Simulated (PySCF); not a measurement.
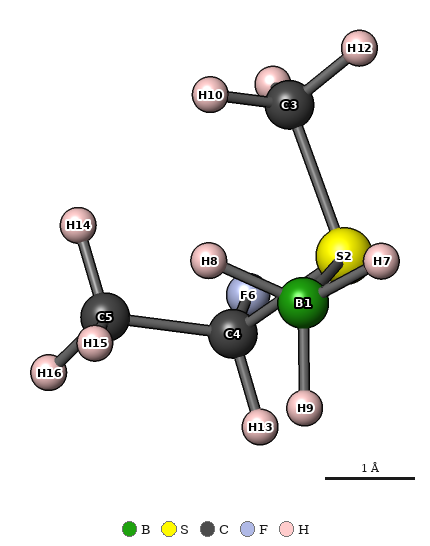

**Figure 1.** The input geometry (ball-and-stick view, seen at a tilt; atoms are numbered from 1 in the order of the input). Bond lengths as drawn: B–H 1.18 to 1.19 Å, B–S 1.97 Å, C–C 1.51 Å, C–F 1.37 Å, C–H 1.09 to 1.10 Å and C–S 1.82 to 1.85 Å.

**C3H10BFS: excited-state calculation**

The run: excited-state calculation of C3H10BFS. Method and program: TDDFT PBE0/def2-SVPD, vertical, gas phase, core orbitals frozen in the response (PySCF 2.14.0).

The geometry comes from this level: GFN2-xTB.

**Log**
```
coarse grid: 13256 points
cycle   1  E = -642.3414277418  dE =  3.651e-01  |g| = 5.606e-01  |ddm| = 5.064e+00
cycle   2  E = -642.3053297407  dE =  3.610e-02  |g| = 7.323e-01  |ddm| = 1.992e+00
cycle   3  E = -642.4191463997  dE = -1.138e-01  |g| = 8.596e-02  |ddm| = 9.661e-01
cycle   4  E = -642.4206702976  dE = -1.524e-03  |g| = 3.082e-02  |ddm| = 1.450e-01
cycle   5  E = -642.4208982547  dE = -2.280e-04  |g| = 6.816e-03  |ddm| = 6.117e-02
cycle   6  E = -642.4209108277  dE = -1.257e-05  |g| = 1.479e-03  |ddm| = 1.830e-02
cycle   7  E = -642.4209113099  dE = -4.821e-07  |g| = 4.844e-04  |ddm| = 3.704e-03
final grid: 121904 points
cycle   8  E = -642.4942816540  dE = -6.155e-05  |g| = 9.595e-03  |ddm| = 1.351e-01
cycle   9  E = -642.4942712141  dE =  1.044e-05  |g| = 1.188e-02  |ddm| = 2.958e-02
cycle  10  E = -642.4943047180  dE = -3.350e-05  |g| = 1.210e-03  |ddm| = 1.580e-02
cycle  11  E = -642.4943050297  dE = -3.117e-07  |g| = 2.789e-04  |ddm| = 2.249e-03
cycle  12  E = -642.4943050432  dE = -1.349e-08  |g| = 1.002e-04  |ddm| = 5.883e-04
cycle  13  E = -642.4943050458  dE = -2.629e-09  |g| = 2.156e-05  |ddm| = 2.714e-04
cycle  14  E = -642.4943050459  dE = -1.303e-10  |g| = 6.354e-06  |ddm| = 5.145e-05
```

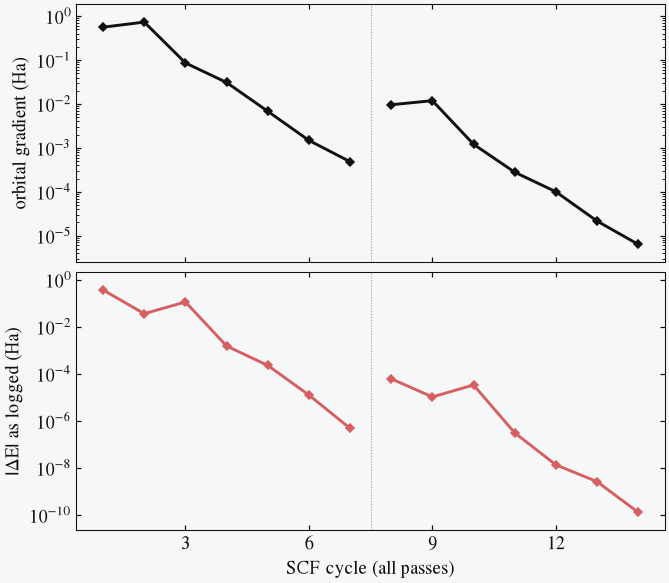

**Figure 2.** Convergence of the self-consistent field: orbital gradient and size of the energy change against the SCF cycle. The dotted line marks the change from a coarse to the final integration grid. The first 7 cycles use a coarse grid, the final grid takes over at cycle 8, and the field converges after 14 cycles in all.

```
converged SCF energy = -642.4943050459

Static polarisability (au): isotropic 77.686, principal 68.748 79.150 85.159

Singlet excitations
state   eV       nm        f      main configurations
  1   6.7834    182.8   0.01822   H->L 0.84, H-2->L 0.09
  2   7.3085    169.6   0.00116   H-2->L 0.70, H->L 0.12
  3   7.3701    168.2   0.00538   H-1->L 0.51, H->L+1 0.25, H-2->L 0.10
  4   7.5246    164.8   0.08738   H-1->L 0.36, H->L+1 0.31, H->L+2 0.23
  5   7.5823    163.5   0.01278   H->L+2 0.62, H->L+1 0.31
  6   7.8435    158.1   0.00259   H-1->L+1 0.63, H-1->L+2 0.28

Triplet excitations (Tamm-Dancoff, eV): 6.1299 6.7069
```

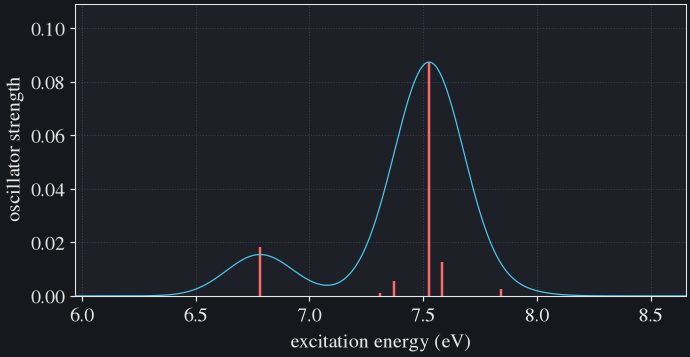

**Figure 3.** Computed excitations as sticks (degenerate states added up, dark ones marked on the axis), with a Gaussian envelope of 0.35 eV full width at half maximum, scaled to the tallest. Of the 6 states the lowest lies at 6.78 eV (f = 0.018); the strongest line is at 7.52 eV, or 165 nm (f = 0.087).

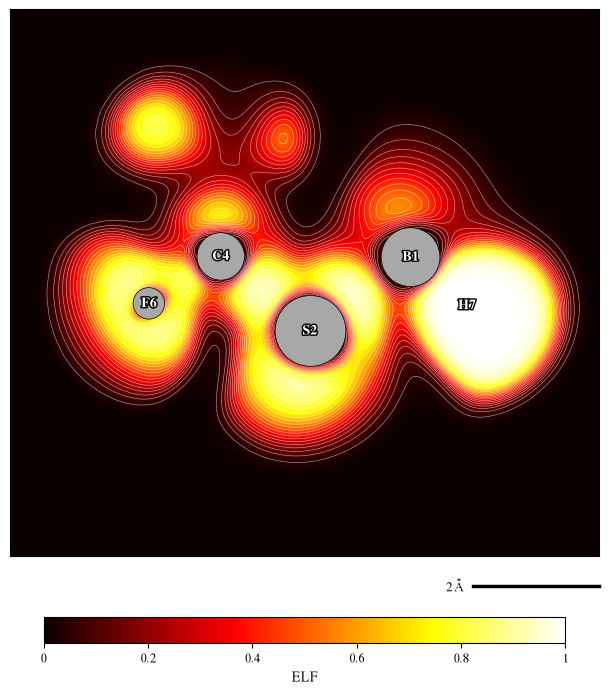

**Figure 4.** ELF on the plane of atoms B1, S2 and C4. Grey discs, where drawn, cover atomic cores. The section cuts through B, S, C, F and H sites. C–F (1.37 Å): the ELF peaks at about 0.85 between the atoms, which marks a polar covalent bond.

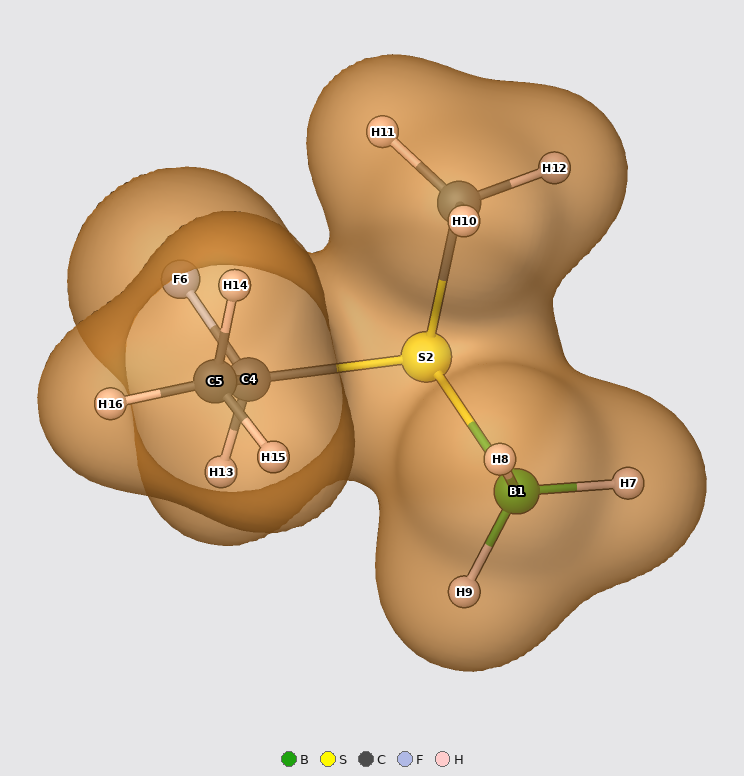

**Figure 5.** Isosurface of the electron density at 0.1 e/Å³ (orange), seen at a tilt. At this value the surface is in one piece. On the grid the lowest density along these lines, outside the cores, is 1.6 e/Å³ (C–F, 1.37 Å), 1.7 e/Å³ (C–C, 1.51 Å), 1.2 e/Å³ (C–S, 1.82 Å) and 0.6 e/Å³ (B–S, 1.97 Å).

The run was set up as follows.

**Input file**
```
{"job": {"kind": "uv", "xc": "PBE0", "basis": "def2-SVPD", "nstates": 6, "ntriplets": 2}, "charge": 0, "multiplicity": 1}
B     -1.632318    -0.917240    -0.721874
S     -0.873286    -0.063638     0.889279
C     -0.681629     1.676032     0.393624
C      0.901342    -0.600065     0.881486
C      1.643210    -0.384565    -0.415357
F      1.530318     0.075984     1.897598
H     -2.784678    -0.661391    -0.633125
H     -1.093084    -0.409602    -1.648778
H     -1.384728    -2.066819    -0.569898
H     -0.446941     1.737887    -0.664083
H      0.089519     2.132081     1.006908
H     -1.636500     2.154942     0.585674
H      0.868943    -1.655320     1.172587
H      1.742454     0.676924    -0.628764
H      1.109663    -0.873362    -1.224263
H      2.640117    -0.812905    -0.332425
```

The first line tells a small driver script what to run in PySCF; the rest is the geometry in Å.

Run as:
```bash
OMP_NUM_THREADS=1 python <driver script> task.json out
```

**Summary**

- outcome: converged
- total energy: −642.494305 hartree
- HOMO: −8.08 eV
- LUMO: 0.02 eV
- dipole moment: 3.11 D
- mean polarisability: 77.69 a.u.
- lowest singlet excitation: 6.78 eV
- hardware: 1 CPU thread, shared host
- wall time: 75 s
- peak memory: 0.86 GiB
